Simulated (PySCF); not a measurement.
Si(Me)2(OAc)(OH), C₄H₁₀O₃Si, SMILES CC(=O)O[Si](C)(C)O, singlet at its GFN2-xTB optimised geometry (Å):

```
18

C     -1.5159    -2.6300    -3.2385
C     -1.6559    -1.6818    -2.0738
O     -2.6630    -1.0919    -1.7953
O     -0.5252    -1.5740    -1.3880
Si    -0.2226    -0.6743     0.0000
C     -1.0150     1.0413     0.0000
C      1.6750    -0.6743     0.0000
O     -0.8497    -1.4483     1.2880
H     -0.7170    -2.2821    -3.8890
H     -2.4505    -2.6813    -3.7883
H     -1.2462    -3.6168    -2.8696
H     -0.5907     1.6746    -0.7738
H     -0.8714     1.5378     0.9538
H     -2.0824     0.9646    -0.1821
H      2.0824    -0.0564    -0.7927
H      2.0784    -1.6746    -0.1278
H      2.0469    -0.2856     0.9419
H     -0.7508    -2.3889     1.4166
```

Calculation: B3LYP/def2-SVP run with PySCF. Cells within 0.4 Å of a nucleus heavier than hydrogen are left out (blank, or x).

Map of the Laplacian of the electron density (e/bohr⁵), clipped to [-1.50, 1.50] on the plane z = 0.0 Å:

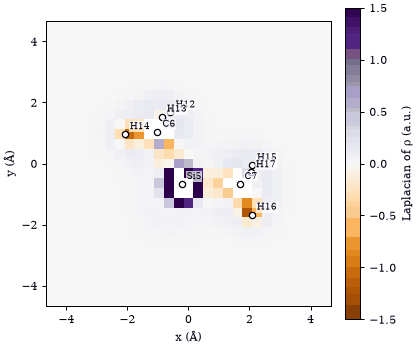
Figure: Laplacian of the electron density (e/bohr⁵), clipped to [-1.50, 1.50] on the plane z = 0.0 Å.
